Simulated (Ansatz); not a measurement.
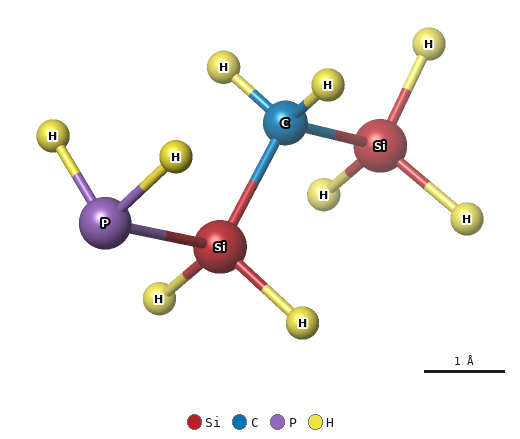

*The input geometry (ball-and-stick view, seen at a tilt).*

Bond lengths as drawn: C–H 1.10 Å, C–Si 1.87 Å, H–P 1.42 Å, H–Si 1.49 Å and P–Si 2.26 Å.

# Run report: CH9PSi2, single-point calculation

System: CH9PSi2, SMILES [SiH3]C[SiH2]P.
Method: RKS PBE0-D4/def2-TZVPP (Ansatz 0.2.0).

The geometry comes from this level: PBE0-D4/def2-TZVP.

### The program's output
```
Functional definition: PBE0
  name "PBE0"
  cite "Adamo & Barone, J. Chem. Phys. 110, 6158 (1999) doi:10.1063/1.478522"
  cite "Perdew, Burke & Ernzerhof, Phys. Rev. Lett. 77, 3865 (1996) doi:10.1103/PhysRevLett.77.3865"
  parent pbe
  parameter a = 0.25
  parameter kappa = 0.804
  parameter beta = 0.06672455060314922
  exchange = (1 - a)*pbe_x(kappa = kappa, mu = beta*pi^2/3) + a*exact_x
  correlation = pbe_c(beta = beta)
1593 factors; their error is unknown
mean field evaluation 1: about -26211.9992 eV, gradient 4.9e1 eV
mean field evaluation 2: about -26208.0885 eV, gradient 5.8e1 eV
mean field evaluation 4: about -26217.5530 eV, gradient 2.2e0 eV
mean field evaluation 8: about -26217.5983 eV, gradient 4.9e-2 eV
mean field -26217.59829433 eV, -963.4789663901 hartree, gradient 2.1e-5 eV, S^2 0.000000; 0 other end points of the search recorded, 0 dependent functions left out
reference -26217.59833244 eV, -963.4789677906 hartree; 29, 29 occupied and 254, 254 virtual orbitals, 1593 factors
Total energy: -26217.86950199 eV, -963.4889330877 hartree
```

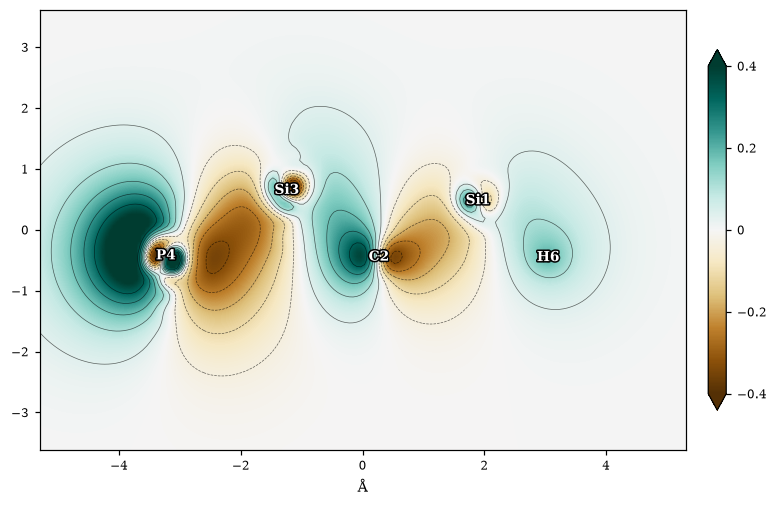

*One frontier orbital on the plane of atoms Si1, C2 and Si3 (values in Å⁻³ᐟ²; the overall sign is arbitrary).*

The HOMO, at −7.41 eV.

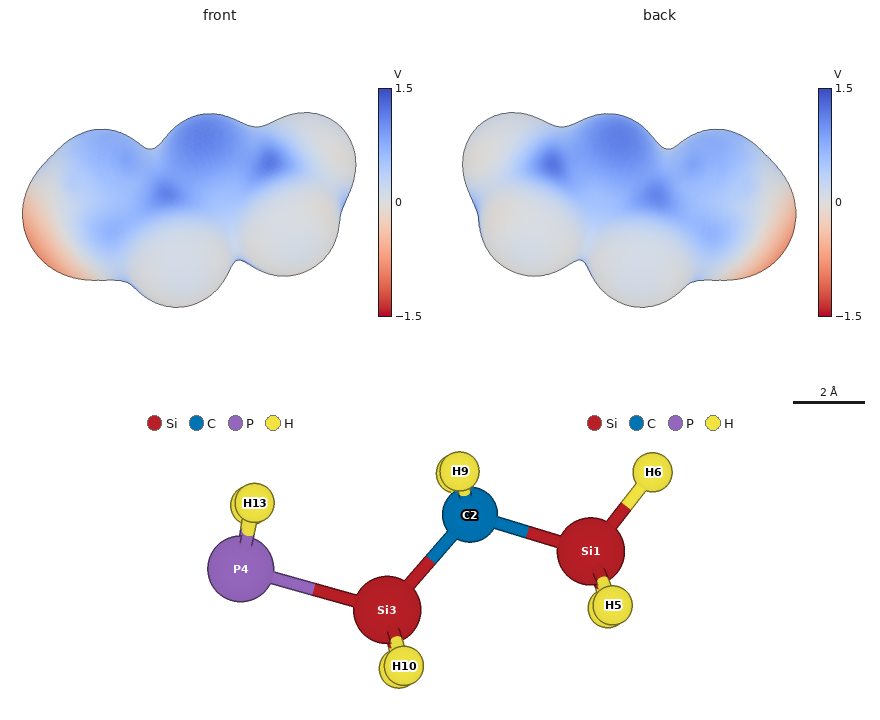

*The molecular electrostatic potential painted on the density surface at 0.002 e/bohr³, seen face on and from behind; the colour scale runs from red (negative) to blue (positive). The bare structure is drawn below in the same view.*

A positive charge is drawn to the negative regions and a negative charge to the positive ones.

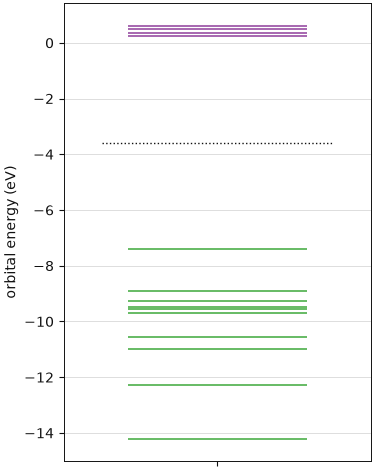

*Orbital energies near the frontier; the dotted line parts filled from empty levels, and levels within 0.02 eV of each other stand side by side.*

Highest filled −7.41 eV, lowest empty 0.23 eV, 7.64 eV apart.

The run was set up as follows.

### Input file
```yaml
crystal:
  periodic: [false, false, false]
  atoms:
    - {symbol: Si, position_ang: [-1.462973, 1.402736, -0.751988]}
    - {symbol: C, position_ang: [-0.401704, 0.398512, 0.421470]}
    - {symbol: Si, position_ang: [0.783317, -0.773326, -0.432053]}
    - {symbol: P, position_ang: [2.083929, -2.002087, 0.941914]}
    - {symbol: H, position_ang: [-0.603041, 2.229418, -1.640210]}
    - {symbol: H, position_ang: [-2.376368, 2.308313, -0.003669]}
    - {symbol: H, position_ang: [-2.285458, 0.498950, -1.599638]}
    - {symbol: H, position_ang: [-1.053571, -0.180347, 1.084157]}
    - {symbol: H, position_ang: [0.173650, 1.082196, 1.054487]}
    - {symbol: H, position_ang: [1.698824, -0.004328, -1.318939]}
    - {symbol: H, position_ang: [0.020230, -1.733113, -1.276198]}
    - {symbol: H, position_ang: [1.001518, -2.373463, 1.785524]}
    - {symbol: H, position_ang: [2.442147, -0.888462, 1.749844]}
basis:
  gaussian: {orbitals: def2-TZVPP}
hamiltonian: {xc: pbe0, dispersion: d4}
output: {orbitals: {seedname: orbitals}}
```

Launched with:
```bash
ansatz run in.yaml --threads 4 --pin off --events-out ev --progress --plain --max-ram 10444MiB
```

### Key numbers

- outcome: converged
- total energy: −26217.8695 eV
- mean-field energy: −26217.5983 eV
- dispersion energy: −0.2712 eV
- SCF solution under orbital rotations: stable
- HOMO: −7.41 eV
- LUMO: 0.23 eV
- hardware: 4 threads of Arm Neoverse V2, 23 GiB of memory available, shared host
- wall time: 4.7 s (CPU time 15 s)
- peak memory: 0.81 GiB
